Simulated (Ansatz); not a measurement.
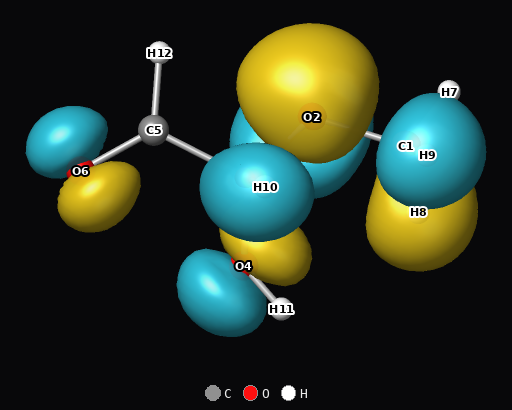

C3H6O3 (SMILES COC(O)C=O). The HOMO−1 at ±0.08 Å⁻³ᐟ² (yellow and cyan are the two phases), seen across its widest extent.

The calculation used RKS revPBE-D4/def2-SVP (Ansatz 0.2.0).

Input

```
crystal:
  periodic: [false, false, false]
  atoms:
    - { symbol: C, position_ang: [-0.8288, -1.1154, -1.2218] }
    - { symbol: O, position_ang: [-0.4574, 0.2008, -0.7673] }
    - { symbol: C, position_ang: [0.3835, 0.0967, 0.3357] }
    - { symbol: O, position_ang: [-0.1854, -0.4177, 1.4729] }
    - { symbol: C, position_ang: [0.9741, 1.4839, 0.6122] }
    - { symbol: O, position_ang: [0.8386, 2.0855, 1.7063] }
    - { symbol: H, position_ang: [-1.479, -0.9169, -2.1115] }
    - { symbol: H, position_ang: [-1.4318, -1.5704, -0.48] }
    - { symbol: H, position_ang: [-0.0125, -1.6646, -1.4803] }
    - { symbol: H, position_ang: [1.2695, -0.5507, 0.1332] }
    - { symbol: H, position_ang: [-0.93441, -1.03436, 1.19705] }
    - { symbol: H, position_ang: [1.5442, 1.9624, -0.1876] }
basis:
  gaussian: { orbitals: def2-SVP }
hamiltonian:
  xc: revpbe
  dispersion: d4
relax:
  f_tol: 0.015
  max_steps: 40
output:
  orbitals: {}
```

Command:

```sh
ansatz run input.yaml --threads 2 --pin off --max-ram 3072MiB --backend cpu --events-out ev --progress --plain --runs-dir out
```

The fields are those of the relaxed geometry.

> What is the character of this orbital?

Its weight (Hirshfeld) is mainly on O2 (about 55 %), C1 (about 10 %) and O4 (about 10 %). Its energy is −6.43 eV.
